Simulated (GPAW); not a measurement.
Consider Be (Beryllium, P6_3/mmc).

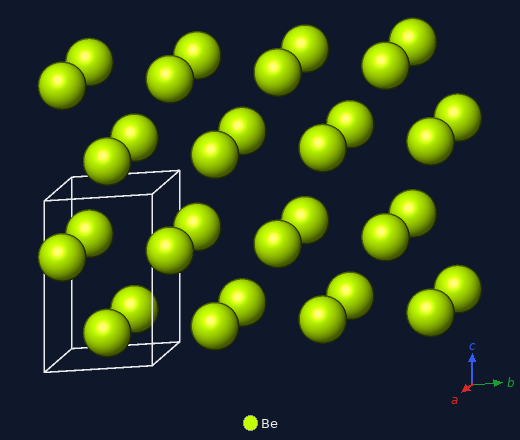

The structure (beryllium green). 2×4×2 cells are drawn.

```xyz
2
Lattice="2.2853 0.0000 0.0000 -1.1426 1.9791 0.0000 0.0000 0.0000 3.5842" Properties=species:S:1:pos:R:3 pbc="T T T"
Be    1.1427    0.6597    2.6882
Be    0.0000    1.3194    0.8961
```

Absorber: atom 1, with 6 Be at 2.23 Å and 6 Be at 2.29 Å (anticuboctahedral, as in hcp, site symmetry -6m2). Method: GPAW, PBE, excited-electron core hole (neutral cell), 16-atom cell with 5.3 Å between holes, 7×7×7 k points, dipole transitions, Gaussian full width 0.9 eV up to 4 eV, rising linearly to 3.5 eV at 25 eV.

Predict the near-edge structure at the Be K edge.

Main maxima up to 24 eV above the zero (height): 0.9 eV (1.12), 4.9 eV (1.40), 8.1 eV (1.32), 12.6 eV (1.67) and 22.0 eV (0.42). A K edge sees empty p states on the absorber. The total-energy difference is 116.54 eV. One term is added: -4.47 eV, since the hole is spin-paired here and a spin-polarised one costs that much less in the free atom (computed apart). The photon energy is then 112.07 eV. The tabulated edge of the element is 111.5 eV. The functional leaves an error of a few eV in such absolute values.

The Be K spectrum (energy from the lowest empty level; intensity scaled to a mean of 1 over the first 20 eV; polarised curves are means over the symmetry-equivalent atoms):

```tsv
E (eV)	isotropic	ε ⊥ c	ε ∥ c
-2.0	0.00	0.00	0.00
-0.5	0.06	0.06	0.07
1.0	1.10	0.96	1.39
2.5	0.87	0.89	0.82
4.0	1.03	1.08	0.92
5.5	1.30	1.51	0.88
7.0	1.20	1.25	1.08
8.5	1.31	1.37	1.20
10.0	1.21	1.23	1.17
11.5	1.38	1.22	1.70
13.0	1.62	1.46	1.94
14.5	0.97	0.94	1.05
16.0	0.51	0.55	0.43
17.5	0.36	0.38	0.31
19.0	0.26	0.24	0.32
20.5	0.34	0.32	0.37
22.0	0.42	0.44	0.37
23.5	0.36	0.40	0.27
25.0	0.33	0.38	0.23
26.5	0.38	0.41	0.34
```

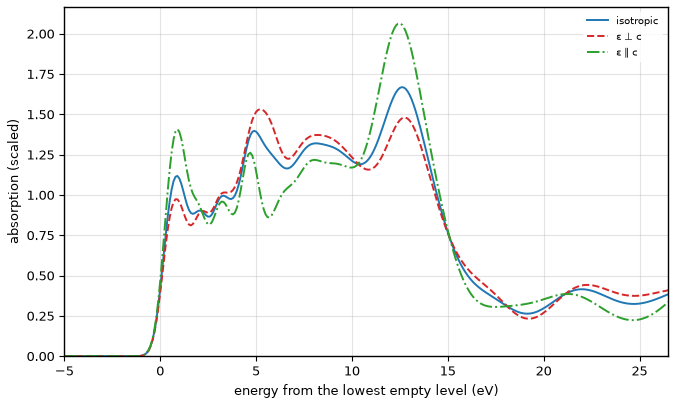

The Be K edge.

The holes are only 5.3 Å apart, so the shape is probably not converged with cell size; no larger cell was run here. Lifetime broadening is put in by hand, and intensities beyond about 20 eV depend on it and on the partial waves; weight that the partial waves miss at high energy is lost. The structure is a published determination, not relaxed.

[Banner, clock and machine lines of the logs are left out without a mark of their own.]

[Logs are printed without paths, hosts, clocks, repeated set-up lines and the standing remarks that a program may print on its own settings, such as how far it seeks lower states.]

[Hosts, paths, dates, database ids (printed as entryN), source tags and the programs' standing remarks are cut or masked in the printed files.]

[Lists of maxima count a maximum above −3 eV only where it reaches 4 % of the highest in the window and stands out from its surroundings by 2 % of it (1.5 % where it reaches 55 %); shoulders and weaker maxima are passed over, and of the rest the first, up to two pre-edge ones and the few strongest are named.]
